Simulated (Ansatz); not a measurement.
**BrH5NSi2 (SMILES [SiH2]=[NH+][SiH2]Br) (charge +1): density, localisation and related maps**

The calculation's input:

```
crystal:
  periodic: [false, false, false]
  atoms:
    - symbol: Br
      position_ang: [1.162995, -1.029893, -2.862653]
    - symbol: N
      position_ang: [-0.007830, -0.421575, 0.054626]
    - symbol: Si
      position_ang: [-0.007300, -2.039570, 0.401434]
    - symbol: Si
      position_ang: [0.487551, 0.498420, -1.440970]
    - symbol: H
      position_ang: [0.456833, -3.004129, -0.608254]
    - symbol: H
      position_ang: [-0.485114, -2.435204, 1.740207]
    - symbol: H
      position_ang: [-0.345741, 0.185611, 0.809369]
    - symbol: H
      position_ang: [1.590412, 1.390980, -1.021225]
    - symbol: H
      position_ang: [-0.730547, 1.193700, -1.912131]
basis:
  gaussian:
    orbitals: def2-TZVPD
output: {forces: true, orbitals: {seedname: orbitals}}
total_charge: 1
hamiltonian:
  xc: pbe0
```

Run with:

```sh
ansatz run input.yaml --threads 2 --pin off --max-ram 4350MiB --events-out events.jsonl --progress --plain --runs-dir runs
```

Geometry: PBE0-D3(BJ)/def2-SVP.

Computed with Ansatz 0.2.0, isolated molecule in a Gaussian basis; Kohn-Sham density functional theory, functional PBE0.

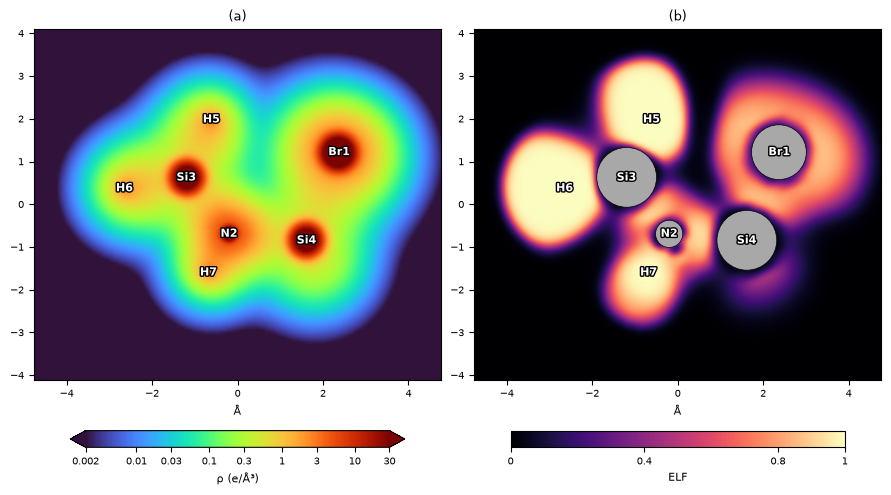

Figure 1. (a) total electron density; (b) ELF on the plane of atoms N2, Si3 and H5. Grey discs cover the atomic cores in the ELF map.

Q: Describe what can be read from this map.

A:
- Atoms in the plane: Br, N, Si and H.
- Si–N (1.65 Å): ρ at the midpoint is about 1.3 e/Å³; the ELF peaks at about 0.90 between the atoms; a short, strongly polar bond.
- Si–Br (2.19 Å): ρ at the midpoint is about 0.82 e/Å³; the ELF peaks at about 0.85 between the atoms, as expected for a shared but strongly polarised pair.
- N–H (1.03 Å): the density is about 2.8 e/Å³ at the midpoint; the ELF climbs to about 1 towards the hydrogen, as it does in any bond to H (a covalent bond by its length).
- Si–N (1.82 Å): ρ at the midpoint is about 0.91 e/Å³; the ELF peaks at about 0.90 between the atoms (a polar covalent bond).
- Si–H (1.47 Å): ρ is about 0.89 e/Å³ halfway; the ELF climbs to about 1 towards the hydrogen.
- The ELF also peaks beside Br1, away from the bonds: lone-pair regions.

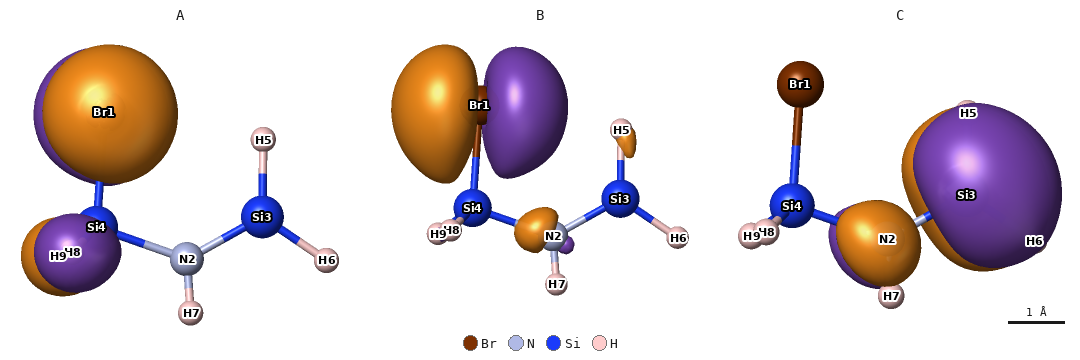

Figure 2. Three frontier orbitals at ±0.1 Å⁻³ᐟ² (orange and purple are the two phases), in no order.

Q: Order the three orbitals by energy and name them.

A: B is the HOMO−1 (−13.05 eV). It lies mainly on Br1 (about 85 %); largely a lone pair of Br1. A is the HOMO (−12.75 eV). By Hirshfeld shares it lies mainly on Br1 (about 75 %) and Si4 (about 10 %); largely a lone pair of Br1. C is the LUMO (−7.79 eV). It lies mainly on Si3 (about 70 %) and N2 (about 15 %).

Q: What is the HOMO–LUMO gap?

A: 4.96 eV between the orbital energies.
